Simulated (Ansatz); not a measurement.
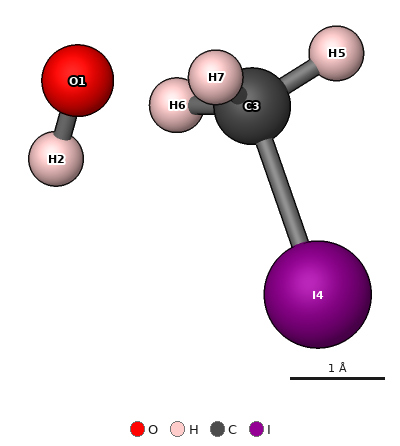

The structure (ball-and-stick view, seen at a tilt; atoms are numbered from 1 in the order of the input).

# Single-point calculation of CH₄IO (charge −1)

- system: CH₄IO, charge −1, SMILES [OH-].CI
- method: RHF-CCSD(T), frozen core/def2-TZVPPD (Ansatz 0.2.0)

The geometry is a complex of two molecules. The geometry comes from this level: PBE0-D4/def2-TZVPD.

### What the program printed
```
Functional definition: HF
  name "HF"
  cite "Fock, Z. Phys. 61, 126 (1930) doi:10.1007/BF01340294"
  parent pbe
  exchange = exact_x
  correlation = 0
1364 factors; integrals over basis functions are off by at most 1.0e-3 eV
mean field evaluation 1: about -11201.4640 eV, gradient 3.0e1 eV
mean field evaluation 2: about -11201.5002 eV, gradient 3.1e1 eV
mean field evaluation 4: about -11203.6237 eV, gradient 3.0e0 eV
mean field evaluation 8: about -11203.6595 eV, gradient 3.2e-1 eV
mean field evaluation 16: about -11201.4650 eV, gradient 3.0e1 eV
mean field -11203.66000710 eV, -411.7269111475 hartree, gradient 2.5e-6 eV, S^2 0.000000; 0 other end points of the search recorded, 0 dependent functions left out
6 core orbitals not correlated: weight in the atoms' cores, before any rotation towards them, 1.000 or more for the frozen orbitals, at most 0.000 for the correlated occupied ones
reference -11203.66000710 eV, -411.7269111475 hartree; 16, 16 occupied and 182, 182 virtual orbitals, 1364 factors
second order -26.51480935 eV of doubles, -0.00000000 eV of singles
cycle   1  -25.26306659 eV  change     1.3e0 eV  update   1.2e-1
cycle   2  -25.86104898 eV  change   -6.0e-1 eV  update   4.3e-2
cycle   3  -26.02651285 eV  change   -1.7e-1 eV  update   2.3e-2
cycle   4  -26.01355556 eV  change    1.3e-2 eV  update   7.5e-3
cycle   5  -26.00361482 eV  change    9.9e-3 eV  update   4.4e-3
cycle   6  -26.00517402 eV  change   -1.6e-3 eV  update   2.0e-3
cycle   7  -26.00644130 eV  change   -1.3e-3 eV  update   9.2e-4
cycle   8  -26.00615694 eV  change    2.8e-4 eV  update   5.1e-4
cycle   9  -26.00579886 eV  change    3.6e-4 eV  update   2.5e-4
cycle  10  -26.00599382 eV  change   -1.9e-4 eV  update   1.5e-4
cycle  11  -26.00601387 eV  change   -2.0e-5 eV  update   7.8e-5
cycle  12  -26.00589009 eV  change    1.2e-4 eV  update   3.6e-5
cycle  13  -26.00590296 eV  change   -1.3e-5 eV  update   1.7e-5
```

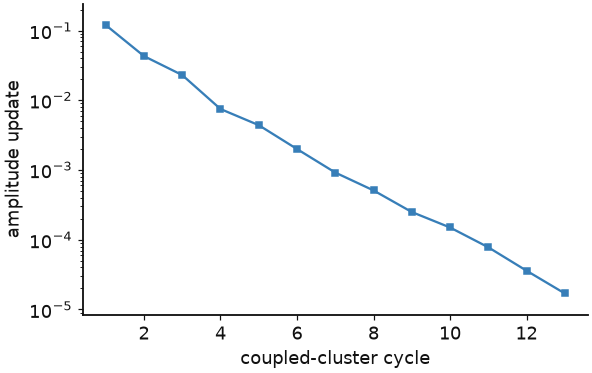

Convergence of the coupled-cluster equations: amplitude update against the coupled-cluster cycle. The residual falls at every step.

```
perturbative correction -0.84659624 eV, -0.0311118381 hartree
Total energy: -11230.51250631 eV, -412.7137222920 hartree
```

This output came from the following input.

### The input
```yaml
crystal:
  periodic: [false, false, false]
  atoms:
    - {symbol: O, position_ang: [-0.912470, -0.197509, -1.747976]}
    - {symbol: H, position_ang: [-0.283137, 0.148254, -2.387793]}
    - {symbol: C, position_ang: [0.016359, -0.086173, 0.798375]}
    - {symbol: I, position_ang: [1.990232, 0.768379, 1.022301]}
    - {symbol: H, position_ang: [-0.620695, 0.538413, 1.425620]}
    - {symbol: H, position_ang: [-0.293687, -0.088441, -0.342999]}
    - {symbol: H, position_ang: [0.103400, -1.082924, 1.232372]}
basis:
  gaussian: {orbitals: "def2-TZVPPD.json"}
total_charge: -1
correlation: {method: ccsd_t}
```

Launch command:
```bash
ansatz run in.yaml --threads 4 --pin off --events-out ev --progress --plain --max-ram 9574MiB
```

### Summary

| quantity | value |
| --- | --- |
| outcome | converged |
| total energy | −11230.5125 eV |
| mean-field energy | −11203.6600 eV |
| CCSD correlation | −26.0059 eV |
| (T) correction | −0.8466 eV |
| T1 diagnostic | 0.013 |
| SCF solution under orbital rotations | stable |
| hardware | 4 threads of Arm Neoverse V1, 23 GiB of memory available, shared host |
| wall time | 88 s (CPU time 5.8 min) |
| peak memory | 3 GiB |
